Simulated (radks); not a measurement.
# Atomic calculation for Ti

The neutral titanium atom in the configuration [Ar] 3d2 4s1 5d1 (high spin). Computed at this level: scalar-relativistic Kohn-Sham, PBE, spin-polarised, spherical densities, point nucleus (the in-house radial solver radks).

The input:
```
Z 22
configuration [Ar] 3d2 4s1 5d1
relativity scalar-relativistic
functional pbe,pbe
spin polarised
nucleus point
c 137.035999084
```

Energies in input and log are in hartree, lengths in bohr.

Hardware: 1 CPU thread, shared host.

The program's output:
```
1s      1   1.0000        -179.11971917
2s      1   1.0000         -19.92863043
2p      1   3.0000         -16.52092287
3s      1   1.0000          -2.52413509
3p      1   3.0000          -1.65111289
3d      1   2.0000          -0.37432253
4s      1   1.0000          -0.33433323
5d      1   1.0000          -0.02350791
1s      2   1.0000        -179.11889533
2s      2   1.0000         -19.90721555
2p      2   3.0000         -16.50417042
3s      2   1.0000          -2.45367749
3p      2   3.0000          -1.58004942
3d      2   0.0000          -0.30040020
4s      2   0.0000          -0.25307091
5d      2   0.0000           0.00048582
Etot -853.3864195950108
Ekin 860.5928169191953
Encl -2024.9419732083759
Eh 352.82053326531104
Exc -41.85779657114146
err 7.767592882640159e-10
it 25
```

Orbitals:

| orbital | occupation | energy (eV) | ⟨r⟩ (bohr) | outer maximum (bohr) |
| --- | --- | --- | --- | --- |
| 1s up | 1 | −4874.1 | 0.06959 | 0.0455 |
| 1s down | 1 | −4874.1 | 0.06959 | 0.0455 |
| 2s up | 1 | −542.286 | 0.3250 | 0.269 |
| 2s down | 1 | −541.703 | 0.3248 | 0.269 |
| 2p up | 3 | −449.557 | 0.2900 | 0.220 |
| 2p down | 3 | −449.101 | 0.2897 | 0.219 |
| 3s up | 1 | −68.685 | 1.008 | 0.870 |
| 3s down | 1 | −66.768 | 1.007 | 0.870 |
| 3p up | 3 | −44.929 | 1.087 | 0.903 |
| 3p down | 3 | −42.995 | 1.085 | 0.902 |
| 3d up | 2 | −10.186 | 1.517 | 0.980 |
| 4s up | 1 | −9.098 | 3.154 | 2.73 |
| 3d down | 0 | −8.174 | 1.503 | 0.977 |
| 5d up | 1 | −0.640 | 17.80 | 18.7 |

Slater integrals of the outer shells (hartree):

| integral | value |
| --- | --- |
| F0(5d,5d) | 0.0504 |
| F2(5d,5d) | 0.0272 |
| F4(5d,5d) | 0.0194 |
| F0(5d,4s) | 0.0713 |
| G2(5d,4s) | 0.0057 |
| F0(5d,3d) | 0.0744 |
| F2(5d,3d) | 0.0058 |
| F4(5d,3d) | 0.0025 |
| G0(5d,3d) | 0.0028 |
| G2(5d,3d) | 0.0026 |
| G4(5d,3d) | 0.0018 |
| F0(5d,3p) | 0.0754 |
| F2(5d,3p) | 0.0047 |
| G1(5d,3p) | 0.0035 |
| G3(5d,3p) | 0.0023 |
| F0(4s,4s) | 0.2858 |
| F0(4s,3d) | 0.3506 |
| G2(4s,3d) | 0.0604 |
| F0(4s,3p) | 0.3655 |
| G1(4s,3p) | 0.0245 |

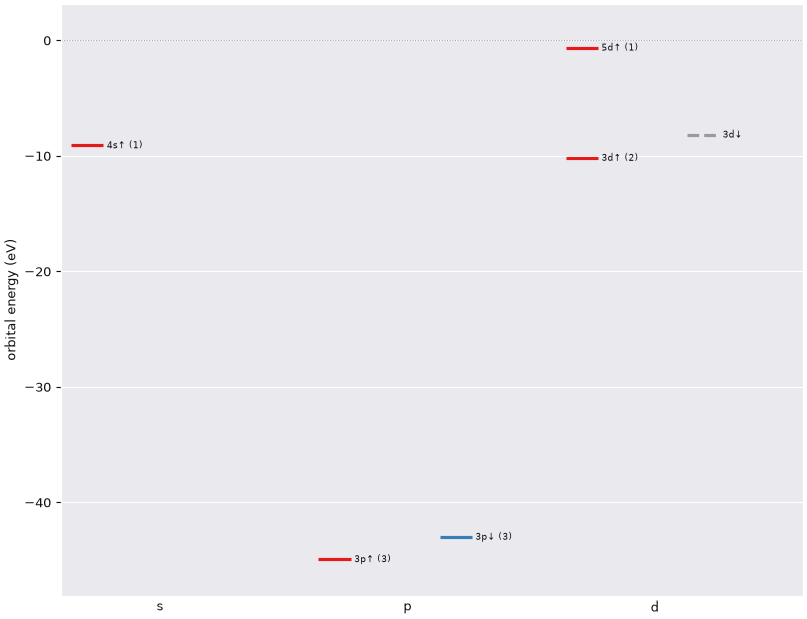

The outer levels are drawn by angular momentum (occupations in brackets, up spins at the left of each column and down spins at the right, empty levels dashed). The highest occupied level is 5d up at −0.640 eV. From the top down the occupied levels run 5d up (−0.640 eV), 4s up (−9.10 eV), 3d up (−10.2 eV), 3p down (−43.0 eV), 3p up (−44.9 eV). The lowest empty level drawn is 3d down at −8.17 eV. The largest exchange splitting (down less up) among the shells drawn in both spins is that of 3d, 2.01 eV. The order isn't aufbau: the empty 3d down level lies under the highest occupied one.

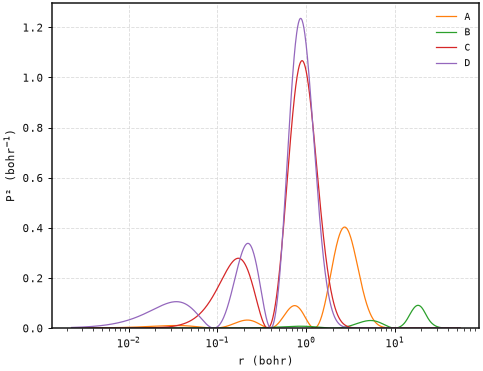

The radial probability densities P² of 5d up, 3s up, 4s up and 3p up. A is 4s up; B is 5d up; C is 3p up; D is 3s up. 3s up: outer maximum at 0.870 bohr, ⟨r⟩ = 1.01 bohr, 2 nodes, eigenvalue −68.7 eV; 3p up: outer maximum at 0.903 bohr, ⟨r⟩ = 1.09 bohr, 1 node, eigenvalue −44.9 eV; 4s up: outer maximum at 2.73 bohr, ⟨r⟩ = 3.15 bohr, 3 nodes, eigenvalue −9.10 eV; 5d up: outer maximum at 18.7 bohr, ⟨r⟩ = 17.8 bohr, 2 nodes, eigenvalue −0.640 eV.

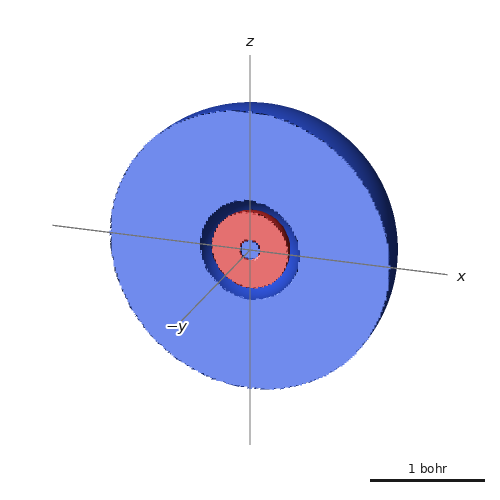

One occupied orbital of up spin is shown. The surface of constant |ψ| that holds about 80 % of the electron is drawn, blue where ψ is positive and red where it is negative, with the half in front of the xz plane cut away and the cut face painted. The radial function comes from the spherical calculation and is multiplied by a real spherical harmonic; the overall sign is chosen so that the largest lobe of P(r) is positive; at the scalar-relativistic level it is the large component. It is 3s of up spin. It has no angular node and 2 radial nodes, at r = 0.0913 and 0.400 bohr. The outermost maximum of P² lies at 0.870 bohr, ⟨r⟩ = 1.01 bohr, 90 % of the charge lies within 1.51 bohr, and the eigenvalue is −68.7 eV, with 1 electron in the shell for this spin.

Key numbers:

```
                       quantity                value
                        outcome            converged
                   total energy  −853.386420 hartree
                 kinetic energy   860.592817 hartree
        electron–nucleus energy   −2024.9420 hartree
                 Hartree energy   352.820533 hartree
    exchange–correlation energy   −41.857797 hartree
radius at density 0.001 e/bohr³            4.25 bohr
                 SCF iterations                   25
```

Notes:

This is an excited configuration.
